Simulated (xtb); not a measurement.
**Energy and gradient calculation of CH9AsOSi2**

The run: energy and gradient calculation of CH9AsOSi2, SMILES [SiH3]O[SiH2]C[AsH2]. Method and program: GFN0-xTB (xtb 6.7.1).

The geometry comes from this level: GFN2-xTB.

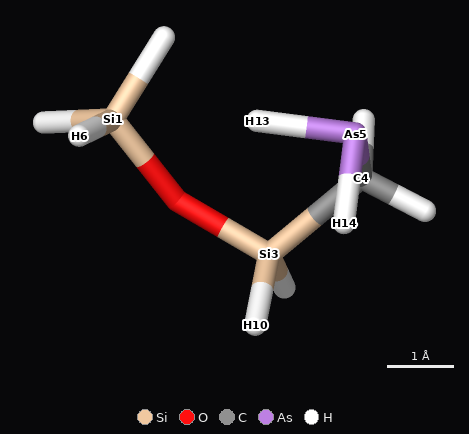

**Figure 1.** The structure (stick view, seen at a tilt; atoms are numbered from 1 in the order of the input).

## Input (struc.xyz)
```
14

Si    -1.66297000    -0.41737000     1.50657000
O     -0.10497000    -0.73756000     1.19893000
Si     1.23505000    -0.59647000     0.29715000
C      0.77894000    -0.19740000    -1.50193000
As     0.02299000     1.60145000    -1.83732000
H     -1.75130000     0.96438000     1.98331000
H     -2.43129000    -0.59338000     0.27028000
H     -2.01877000    -1.39515000     2.53058000
H      1.86849000    -1.91298000     0.39833000
H      2.03496000     0.47971000     0.88828000
H      0.05368000    -0.92628000    -1.87488000
H      1.66122000    -0.29217000    -2.14098000
H     -0.80878000     1.67573000    -0.59058000
H      1.12274000     2.34750000    -1.12776000
```

Launched with:
```bash
xtb -u 0 --gfn 0 --grad --json --parallel 1 -- struc.xyz > struc.out 2> xtb.err
```

## Output
```
* xtb version 6.7.1
   ID    Z sym.   atoms
    1   14 Si     1, 3
    2    8 O      2
    3    6 C      4
    4   33 As     5
    5    1 H      6-14

           -------------------------------------------------
          |                Calculation Setup                |
           -------------------------------------------------

          program call               : xtb -u 0 --gfn 0 --grad --json --parallel 1 -- struc.xyz
          coordinate file            : struc.xyz
          omp threads                :                     1

           -------------------------------------------------
          |                 G F N 0 - x T B                 |
           -------------------------------------------------

      * Hamiltonian:
        H0-scaling (s, p, d)           2.000000    2.486800    2.270000
        zeta-weighting                 1.000000
      * Dispersion:
        s8                             2.850000
        a1                             0.800000
        a2                             4.600000
        s9                             0.000000
      * Repulsion:
        kExp                           1.500000
        rExp                           1.000000
      * Coulomb:
        alpha                          0.000000
        third order                    atomic
        anisotropic                    false
      * Polar bond correction:
        rad-shift                      0.053700
        strength                      -0.012900
        en-exp                         3.484700
        en-scale                       0.509700

          ...................................................
          :                      SETUP                      :
          :.................................................:
          :  # basis functions                  56          :
          :  # atomic orbitals                  53          :
          :  # shells                           31          :
          :  # electrons                        32          :
          :  electronic temp.          300.0000000     K    :
          :  accuracy                    1.0000000          :
          :  -> integral cutoff          0.2500000E+02      :
          :  -> integral neglect         0.1000000E-07      :
          ...................................................
  Checking positiv definite overlap ...  done.

         #    Occupation            Energy/Eh            Energy/eV
      -------------------------------------------------------------
         1        2.0000           -0.6831116             -18.5884
       ...           ...                  ...                  ...
        10        2.0000           -0.4781991             -13.0125
        11        2.0000           -0.4765801             -12.9684
        12        2.0000           -0.4714585             -12.8290
        13        2.0000           -0.4636121             -12.6155
        14        2.0000           -0.4417912             -12.0218
        15        2.0000           -0.4377496             -11.9118
        16        2.0000           -0.4217569             -11.4766 (HOMO)
        17                         -0.2406141              -6.5474 (LUMO)
        18                         -0.2310391              -6.2869
        19                         -0.2266030              -6.1662
        20                         -0.2178458              -5.9279
        21                         -0.2157995              -5.8722
       ...                                ...                  ...
        53                          1.4219038              38.6920
      -------------------------------------------------------------
                  HL-Gap            0.1811428 Eh            4.9291 eV
             Fermi-level            0.0000000 Eh            0.0000 eV

 EHT (total)                   0 d,  0 h,  0 min,  0.006 sec
 EHT setup                      ...        0 min,  0.000 sec (  1.297%)
 Coordination number            ...        0 min,  0.000 sec (  0.501%)
 EEQ model density              ...        0 min,  0.000 sec (  0.825%)
 D4 Dispersion                  ...        0 min,  0.000 sec (  2.314%)
 Integral evaluation            ...        0 min,  0.002 sec ( 30.709%)
 Cholesky factorization         ...        0 min,  0.000 sec (  1.050%)
 Zeroth order Hamiltonian       ...        0 min,  0.001 sec ( 12.561%)
 Gradient calculation           ...        0 min,  0.003 sec ( 48.933%)

         :::::::::::::::::::::::::::::::::::::::::::::::::::::
         ::                     SUMMARY                     ::
         :::::::::::::::::::::::::::::::::::::::::::::::::::::
         :: total energy             -16.542936334460 Eh    ::
         :: gradient norm              0.024032201888 Eh/a0 ::
         :: HOMO-LUMO gap              4.929146709311 eV    ::
         ::.................................................::
         :: H0 energy                -16.557639275236 Eh    ::
         :: repulsion energy           0.149661458006 Eh    ::
         :: electrostat energy        -0.130266656604 Eh    ::
         :: -> Gsolv                   0.000000000000 Eh    ::
         ::    -> Gsasa                0.000000000000 Eh    ::
         ::    -> Gshift               0.000000000000 Eh    ::
         :: dispersion energy         -0.004691860626 Eh    ::
         :: short-range corr.         -0.000000000000 Eh    ::
         :: add. restraining           0.000000000000 Eh    ::
         :: total charge               0.000000000000 e     ::
         :::::::::::::::::::::::::::::::::::::::::::::::::::::

           -------------------------------------------------
          |                Property Printout                |
           -------------------------------------------------

    * Orbital Energies and Occupations

         #    Occupation            Energy/Eh            Energy/eV
      -------------------------------------------------------------
         1        2.0000           -0.6831116             -18.5884
       ...           ...                  ...                  ...
         4        2.0000           -0.5974889             -16.2585
         5        2.0000           -0.5643329             -15.3563
         6        2.0000           -0.5301583             -14.4263
         7        2.0000           -0.4899717             -13.3328
         8        2.0000           -0.4835296             -13.1575
         9        2.0000           -0.4812245             -13.0948
        10        2.0000           -0.4781991             -13.0125
        11        2.0000           -0.4765801             -12.9684
        12        2.0000           -0.4714585             -12.8290
        13        2.0000           -0.4636121             -12.6155
        14        2.0000           -0.4417912             -12.0218
        15        2.0000           -0.4377496             -11.9118
        16        2.0000           -0.4217569             -11.4766 (HOMO)
        17                         -0.2406141              -6.5474 (LUMO)
        18                         -0.2310391              -6.2869
        19                         -0.2266030              -6.1662
        20                         -0.2178458              -5.9279
        21                         -0.2157995              -5.8722
        22                         -0.2013594              -5.4793
        23                         -0.1888800              -5.1397
        24                         -0.1810306              -4.9261
        25                         -0.1368283              -3.7233
        26                         -0.1076057              -2.9281
        27                         -0.1020603              -2.7772
       ...                                ...                  ...
        53                          1.4219038              38.6920
      -------------------------------------------------------------
                  HL-Gap            0.1811428 Eh            4.9291 eV
             Fermi-level            0.0000000 Eh            0.0000 eV

     #   Z          covCN         q      C6AA      α(0)
     1  14          3.601     0.622   134.013    21.458
     2   8          1.540    -0.690    27.337     7.066
     3  14          3.638     0.646   132.871    21.337
     4   6          3.641    -0.436    34.202     8.500
     5  33          2.944    -0.048   238.155    28.040
     6   1          0.918    -0.098     5.502     3.669
     7   1          0.918    -0.099     5.546     3.683
     8   1          0.919    -0.085     5.052     3.515
     9   1          0.918    -0.085     5.074     3.523
    10   1          0.918    -0.090     5.227     3.576
    11   1          0.925     0.146     1.422     1.865
    12   1          0.925     0.125     1.571     1.960
    13   1          0.972     0.048     2.339     2.390
    14   1          0.971     0.044     2.386     2.414

 Mol. C6AA /au·bohr⁶  :       4385.890071
 Mol. C8AA /au·bohr⁸  :     196040.631150
 Mol. α(0) /au        :        112.995236

Wiberg/Mayer (AO) data.
largest (>0.10) Wiberg bond orders for each atom

 ---------------------------------------------------------------------------
     #   Z sym  total        # sym  WBO       # sym  WBO       # sym  WBO
 ---------------------------------------------------------------------------
     1  14      3.924 --     2      1.158     6      0.893     7      0.892
                             8      0.890
     2   8      2.346 --     1      1.158     3      1.113
     3  14      3.989 --     2      1.113     4      0.909     9      0.885
                            10      0.884
     4   6      3.890 --     5      1.058    12      0.938    11      0.936
                             3      0.909
     5  33      3.105 --     4      1.058    14      0.966    13      0.957
     6   1      0.910 --     1      0.893
     7   1      0.910 --     1      0.892
     8   1      0.910 --     1      0.890
     9   1      0.919 --     3      0.885
    10   1      0.920 --     3      0.884
    11   1      0.983 --     4      0.936
    12   1      0.982 --     4      0.938
    13   1      0.972 --     5      0.957
    14   1      0.972 --     5      0.966
 ---------------------------------------------------------------------------

Topologies differ in total number of bonds
Writing topology from bond orders to xtbtopo.mol

 dipole moment from electron density (au)
     X       Y       Z
   0.0429  -0.1432  -0.4944  total (Debye):    1.313

           -------------------------------------------------
          | TOTAL ENERGY              -16.542936334460 Eh   |
          | GRADIENT NORM               0.024032201888 Eh/α |
          | HOMO-LUMO GAP               4.929146709311 eV   |
           -------------------------------------------------

------------------------------------------------------------------------
------------------------------------------------------------------------
 total:
 *  cpu-time:     0 d,  0 h,  0 min,  0.019 sec
 * ratio c/w:     0.999 speedup
 SCF:
 *  cpu-time:     0 d,  0 h,  0 min,  0.007 sec
 * ratio c/w:     1.000 speedup
```

## Standard error
```
normal termination of xtb
```

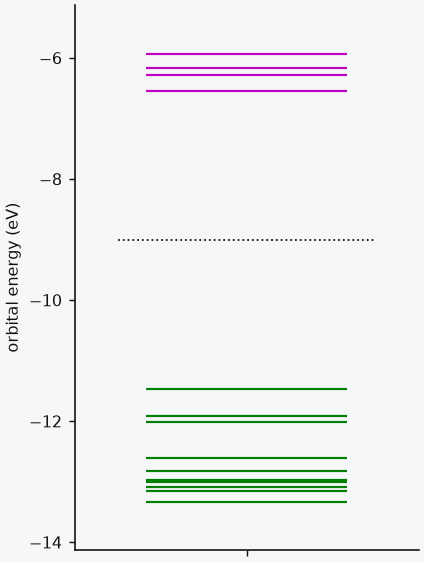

**Figure 2.** Orbital energies near the frontier; the dotted line parts filled from empty levels, and levels within 0.02 eV of each other stand side by side. Highest filled −11.48 eV, lowest empty −6.55 eV, 4.93 eV apart.

## Key numbers

| quantity | value |
| --- | --- |
| outcome | converged |
| electrons treated | 32 |
| total energy | −16.542936 hartree |
| dispersion energy | −0.004692 hartree |
| basis functions | 56 |
| largest force | 0.707 eV/Å |
| HOMO | −11.48 eV |
| LUMO | −6.55 eV |
| dipole moment | 1.31 D |
| hardware | 1 thread of Arm Neoverse N1, 98 GiB of memory available, shared host |
| peak memory | 0.071 GiB |
